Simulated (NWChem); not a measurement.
# One shape, several levels: GeSiH5O2F (SMILES [OH][GeH2][SiH](O)F)

We compute a comparison of 4 runs (HF/STO-3G, HF/3-21G, B3LYP/6-31G*) of GeSiH5O2F. 

The results are computed with NWChem 7.3.0.

## (1) The molecule

GeSiH5O2F has 10 atoms, charge 0, and is taken as a singlet. As SMILES, `[OH][GeH2][SiH](O)F`. The coordinates come from a PBE0-D4/def2-TZVP relaxation. This is one conformer, not always the lowest.

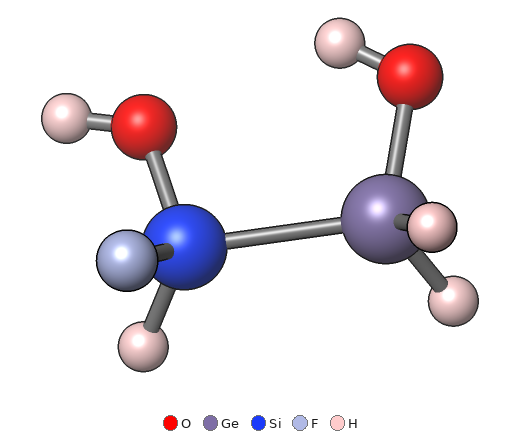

The structure, seen from a chosen angle (oxygen red, germanium purple, silicon blue, fluorine light blue, hydrogen pink).

## (2) Energy and forces at HF/STO-3G (run 1)

The input, m1.nw:

```
START m1
TITLE "FGeH5O2Si"
memory 2200 mb
GEOMETRY units au noautosym nocenter noautoz
 O  -2.35988998  0.89176176  3.27924174
 Ge -1.94415024  1.83756968  0.06368377
 Si  1.45697884 -0.69560819 -1.49496234
 O   2.00877887 -2.53412273  0.94013875
 F   3.89510349  0.97887813 -2.12386319
 H  -1.23058965 -0.47129770  3.68874540
 H  -1.38214569  4.68954435  0.03987322
 H  -4.44104537  1.34510706 -1.35266596
 H   0.99437389 -2.21400313 -3.81101068
 H   3.15962208 -3.92477219  0.77667744
END
BASIS spherical bse
 O library STO-3G
 Ge library STO-3G
 Si library STO-3G
 F library STO-3G
 H library STO-3G
END
SCF
 thresh 1e-08
 maxiter 80
END
TASK scf gradient
```

Run with:

```
$ nwchem m1.nw > m1.out
```

Log:

```text
[...]
  functions       =    47
[...]
  wavefunction    = RHF
[...]
         Total SCF energy =  -2586.043113374180
      One-electron energy =  -4574.551282902510
      Two-electron energy =   1514.206169766526
 Nuclear repulsion energy =    474.301999761804
        Time for solution =      5.2s
[...]
                         RHF ENERGY GRADIENTS
    atom               coordinates                        gradient
                 x          y          z           x          y          z
   1 O      -2.359890   0.891762   3.279242    0.024200  -0.033899   0.019886
   2 Ge     -1.944150   1.837570   0.063684    0.012838  -0.007717   0.002943
   3 Si      1.456979  -0.695608  -1.494962    0.026403   0.005880   0.031668
   4 O       2.008779  -2.534123   0.940139    0.017784  -0.012905  -0.026774
   5 F       3.895103   0.978878  -2.123863   -0.013394  -0.005383   0.000340
   6 H      -1.230590  -0.471298   3.688745   -0.021623   0.022803   0.000272
   7 H      -1.382146   4.689544   0.039873    0.007279   0.038742   0.000541
   8 H      -4.441045   1.345107  -1.352666   -0.034299  -0.007273  -0.018904
   9 H       0.994374  -2.214003  -3.811011   -0.001438  -0.015280  -0.024059
  10 H       3.159622  -3.924772   0.776677   -0.017751   0.015032   0.014086
[...]
```

Wall time 8.1 s (1 thread of Intel Xeon Platinum 8488C (Sapphire Rapids), shared host); peak memory 0.1 GiB.

## (3) Energy and gradient at HF/3-21G (run 2)

The input, calc.nw:

```
start calc
title "FGeH5O2Si"
memory total 2200 mb
geometry units angstroms noautosym nocenter noautoz
  O    -1.248800    0.471900    1.735300
  Ge   -1.028800    0.972400    0.033700
  Si    0.771000   -0.368100   -0.791100
  O     1.063000   -1.341000    0.497500
  F     2.061200    0.518000   -1.123900
  H    -0.651200   -0.249400    1.952000
  H    -0.731400    2.481600    0.021100
  H    -2.350100    0.711800   -0.715800
  H     0.526200   -1.171600   -2.016700
  H     1.672000   -2.076900    0.411000
end
basis spherical bse
  * library 3-21G
end
scf
  thresh 1e-08
  maxiter 80
  print low
end
task scf gradient
```

Run with:

```
$ nwchem calc.nw > calc.out
```

Log:

```text
[...]
  functions       =    72
[...]
  wavefunction    = RHF
[...]
         Total SCF energy =  -2603.551914555038
      One-electron energy =  -4577.169208409565
      Two-electron energy =   1499.315259969277
 Nuclear repulsion energy =    474.302033885250
        Time for solution =      5.2s
[...]
                         RHF ENERGY GRADIENTS
    atom               coordinates                        gradient
                 x          y          z           x          y          z
   1 O      -2.359890   0.891762   3.279242   -0.007907  -0.003925   0.028529
   2 Ge     -1.944150   1.837570   0.063684    0.015268  -0.005282  -0.021510
   3 Si      1.456979  -0.695608  -1.494962    0.033633  -0.004430   0.017422
   4 O       2.008779  -2.534123   0.940139   -0.006270   0.012250  -0.009419
   5 F       3.895103   0.978878  -2.123863   -0.023976  -0.014222   0.003903
   6 H      -1.230590  -0.471298   3.688745   -0.002406   0.007022  -0.011518
   7 H      -1.382146   4.689544   0.039873   -0.002286   0.002539   0.003033
   8 H      -4.441045   1.345107  -1.352666   -0.003950   0.000978   0.002469
   9 H       0.994374  -2.214003  -3.811010    0.000888  -0.001433  -0.002803
  10 H       3.159622  -3.924772   0.776677   -0.002995   0.006503  -0.010107
[...]
```

It took 8.4 s on 1 thread of Intel Xeon Platinum 8488C (Sapphire Rapids), shared host; peak memory 0.1 GiB.

Run 3 isn't shown in full; the table further down has it.

## (4) Energy and forces at B3LYP/6-31G(d) (spherical functions) (run 4)

The input, fgeh5o2si.nw:

```
start fgeh5o2si
title "FGeH5O2Si"
memory total 2200 mb
geometry units atomic noautosym nocenter noautoz
 O     -2.35988998     0.89176176     3.27924174
 Ge    -1.94415024     1.83756968     0.06368377
 Si     1.45697884    -0.69560819    -1.49496234
 O      2.00877887    -2.53412273     0.94013875
 F      3.89510349     0.97887813    -2.12386319
 H     -1.23058965    -0.47129770     3.68874540
 H     -1.38214569     4.68954435     0.03987322
 H     -4.44104537     1.34510706    -1.35266596
 H      0.99437389    -2.21400313    -3.81101068
 H      3.15962208    -3.92477219     0.77667744
end
basis spherical bse
 * library 6-31G*
end
dft
 xc b3lyp
 grid fine
 convergence energy 1e-08
 maxiter 100
 mulliken
 print low
end
task dft gradient
```

Run with:

```
$ nwchem fgeh5o2si.nw > fgeh5o2si.out
```

Log:

```text
[...]
 d= 0,ls=0.0,diis     1  -2619.5165123036 -3.09D+03  1.83D-02  1.19D+00     4.4
[...]
 d= 0,ls=0.0,diis    10  -2619.6523599885 -3.22D-09  2.63D-07  2.32D-09    33.1
         Total DFT energy =    -2619.652359988521
      One electron energy =    -4591.321051094551
           Coulomb energy =     1627.075606754148
    Exchange-Corr. energy =     -129.708915409922
 Nuclear repulsion energy =      474.301999761804
[...]
      Total Density - Mulliken Population Analysis
     ---------------------------------------------
    Atom       Charge   Shell Charges
 -----------   ------   -------------------------------------------------------
    1 O    8     8.69   2.00  0.90  2.91  0.96  1.90  0.02
    2 Ge  32    31.86   2.00  2.00  6.00  2.00  5.99  1.28  2.10  0.06  0.24  6.85  2.94  0.40
    3 Si  14    13.12   2.00  2.00  5.96  0.93  1.56  0.10  0.26  0.31
    4 O    8     8.72   2.00  0.89  2.96  0.94  1.92  0.02
    5 F    9     9.38   2.00  0.93  3.32  1.03  2.10  0.01
    6 H    1     0.58   0.47  0.11
    7 H    1     0.97   0.49  0.49
    8 H    1     0.99   0.49  0.50
    9 H    1     1.12   0.52  0.60
   10 H    1     0.56   0.47  0.10
[...]
                         DFT ENERGY GRADIENTS
    atom               coordinates                        gradient
                 x          y          z           x          y          z
   1 O      -2.359890   0.891762   3.279242    0.007787  -0.004370  -0.008890
   2 Ge     -1.944150   1.837570   0.063684   -0.002485   0.000494   0.006020
   3 Si      1.456979  -0.695608  -1.494962    0.009552  -0.000645   0.007301
   4 O       2.008779  -2.534123   0.940139    0.004194   0.001305  -0.011654
   5 F       3.895103   0.978878  -2.123863   -0.010732  -0.007423   0.003010
   6 H      -1.230590  -0.471298   3.688745   -0.006248   0.006678  -0.000548
   7 H      -1.382146   4.689544   0.039873   -0.000603  -0.003721   0.000429
   8 H      -4.441045   1.345107  -1.352666    0.003203   0.000339   0.002261
   9 H       0.994374  -2.214003  -3.811011    0.001040   0.000760   0.001281
  10 H       3.159622  -3.924772   0.776677   -0.005707   0.006583   0.000790
[...]
```

Wall time 51 s (1 thread of Intel Xeon Platinum 8488C (Sapphire Rapids), shared host); peak memory 0.13 GiB.

## (5) All runs side by side

```csv
run,level,Cartesian functions,iteration cap,energy (Eh),largest force (eV/Å),wall time
1,HF/STO-3G,no,80,-2586.043113,2.373,8.1 s
2,HF/3-21G,no,80,-2603.551915,1.961,8.4 s
3,B3LYP/6-31G* (Cartesian functions),yes,100,-2619.663597,0.643,56 s
4,B3LYP/6-31G* (spherical functions),no,100,-2619.652360,0.689,51 s
```

## (6) What came out

| quantity | value |
| --- | --- |
| run 4: total energy | -2619.65236 Eh |
| run 4: largest force on an atom | 0.689 eV/Å |

In run 1 the basis is minimal, so the values are rough. All runs together took 2.1 min, the longest 56 s.
